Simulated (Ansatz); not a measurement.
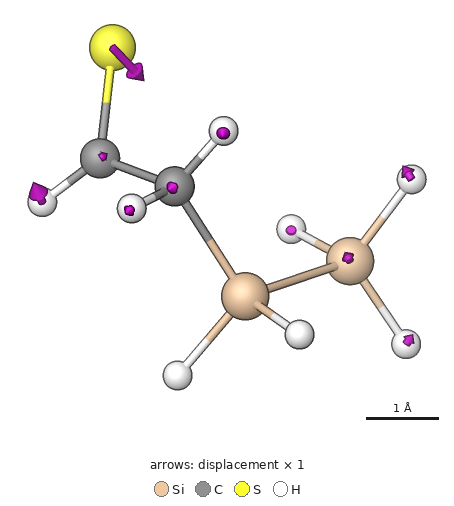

This is a relaxation of C₂H₈SSi₂ (coarse preliminary run). The starting structure is drawn; purple arrows show the displacements, at their true length. The two geometries are superimposed by the best rigid fit.

Style: ball-and-stick. Shown from a free direction.

The start comes from a force field.

Level of theory: RKS PBE-D4/def2-SVP in Ansatz.

Input
```yaml
crystal:
  periodic: [false, false, false]
  atoms:
    - {symbol: Si, position_ang: [-1.101200, -1.077100, 1.412800]}
    - {symbol: Si, position_ang: [0.898200, -0.468300, 0.513600]}
    - {symbol: C, position_ang: [0.652700, 0.248900, -1.207500]}
    - {symbol: C, position_ang: [0.080500, 1.605900, -1.226300]}
    - {symbol: S, position_ang: [-1.483900, 1.813500, -1.964300]}
    - {symbol: H, position_ang: [-1.986100, 0.201700, 1.562100]}
    - {symbol: H, position_ang: [-1.821800, -1.988700, 0.508600]}
    - {symbol: H, position_ang: [-0.938900, -1.648400, 2.729000]}
    - {symbol: H, position_ang: [1.783100, -1.648000, 0.477900]}
    - {symbol: H, position_ang: [1.590800, 0.539800, 1.396400]}
    - {symbol: H, position_ang: [0.148500, -0.470800, -1.810400]}
    - {symbol: H, position_ang: [1.698400, 0.400500, -1.617400]}
    - {symbol: H, position_ang: [0.500300, 2.456300, -0.759700]}
basis:
  gaussian: {orbitals: def2-SVP}
hamiltonian: {xc: pbe, dispersion: d4}
relax: {f_tol: 0.03, max_steps: 200}
```

Command:
```bash
ansatz run in.yaml --threads 4 --pin off --events-out ev --progress --plain --max-ram 10444MiB
```

Q: Atoms of which element are displaced furthest, and by how much?

A: Sulfur: up to 0.76 Å, against 0.42 Å for hydrogen.

Q: What happened in the run?

A: The atom that moves furthest after the best rigid fit is S5 (0.76 Å). By element the largest moves are S 0.76 Å, H 0.42 Å, Si 0.18 Å, C 0.17 Å. Some distances before and after: C4–S5 1.742 → 1.639 Å, Si1–Si2 2.275 → 2.355 Å, Si1–H8 1.444 → 1.509 Å, Si1–H6 1.562 → 1.502 Å. Among the angles between lasting bonds that change: C3–C4–H13 125.5° → 115.1°, C4–C3–H12 103.3° → 112.8°, C3–C4–S5 117.6° → 125.5°. Groups turn about C3–C4 by about 30°. After 10 accepted moves (12 points after the start) the energy has fallen by 58.2 kJ/mol. The largest force component goes from 4.8 to 0.012 eV/Å. The line search rejected the trial steps at points 9, 11 of the run. The run took 25 s on 4 threads of Arm Neoverse V1, with other jobs on the host.
